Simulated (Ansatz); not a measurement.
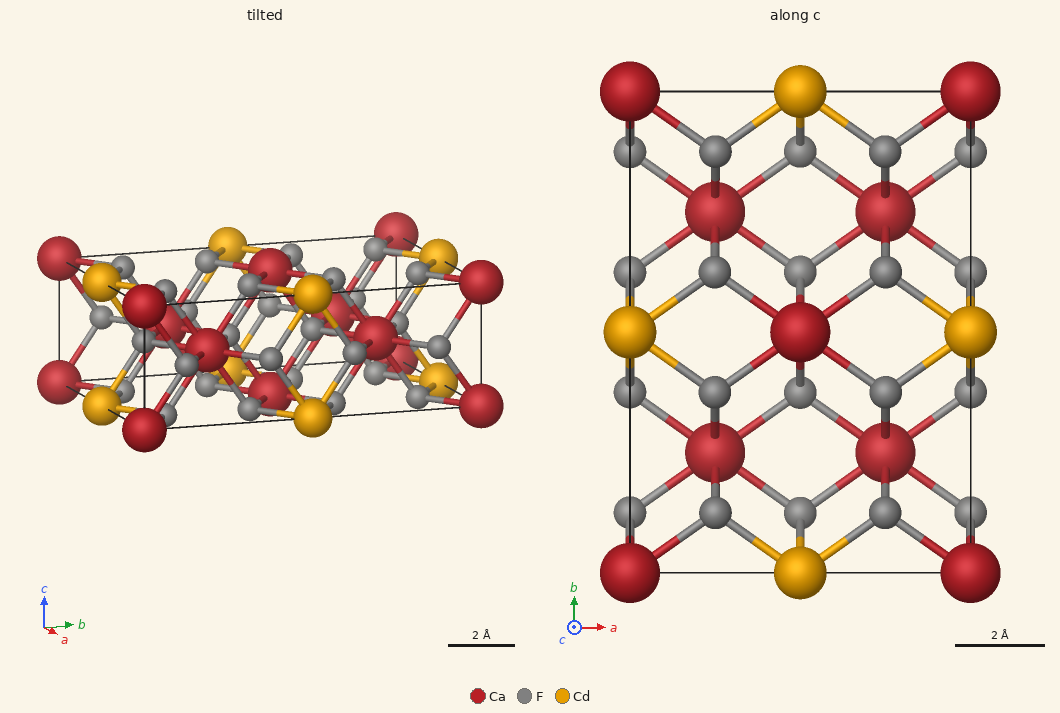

The crystal in a ball-and-stick representation, seen slightly off an axis and along the c axis. The conventional unit cell is outlined; an atom on or near a face, edge or corner is repeated at each equivalent position.

Ca3CdF8, space group Cmmm (No. 65), a = 7.679 Å, b = 10.854 Å, c = 3.835 Å, α = 90.00°, β = 90.00°, γ = 90.00°. The initial geometry was a structure type filled with these elements by a generator (whether the compound takes this form wasn't checked). Earlier steps of the study, as a rule a relaxation of our own, may have changed the cell and positions, so they can lie some per cent off the listed ones. A calculation with Ansatz used it as input.

This one geometry was computed with Ansatz (DFT, plane waves, PAW) at five levels of theory: PBE0, r2SCAN, PBE, HSE06 and PBE with spin-orbit coupling. It was relaxed beforehand with r2SCAN.

**Which level gives the highest pressure at this volume, and what does that say about its equilibrium volume?**

Highest: PBE (3.9 GPa) and PBE with spin-orbit coupling (3.9 GPa), which points to the largest equilibrium volume. Lowest, with the smallest volume: r2SCAN (0.0 GPa). Levels within 0.5 GPa of each other can't be told apart.

**How does the band gap change with the level of theory?**

PBE with spin-orbit coupling: a gap of 5.32 eV, indirect; PBE: a gap of 5.33 eV, indirect; r2SCAN: a gap of 6.02 eV, indirect; HSE06: a gap of 7.44 eV, indirect; PBE0: a gap of 8.21 eV, indirect.

**Collect the results in a table.**

| level | cutoff (eV) | k-mesh of the run's cell | gap (eV) | pressure (GPa) |
| --- | --- | --- | --- | --- |
| PBE0 | 420 | 2×2×4 | 8.21 | 1.3 |
| r2SCAN | 500 | 4×4×6 | 6.02 | 0.0 |
| PBE | 420 | 4×4×6 | 5.33 | 3.9 |
| HSE06 | 420 | 2×2×4 | 7.44 | 1.5 |
| PBE with spin-orbit coupling | 420 | 4×4×6 | 5.32 | 3.9 |

Gaps are taken on the k-mesh or band path of each run.
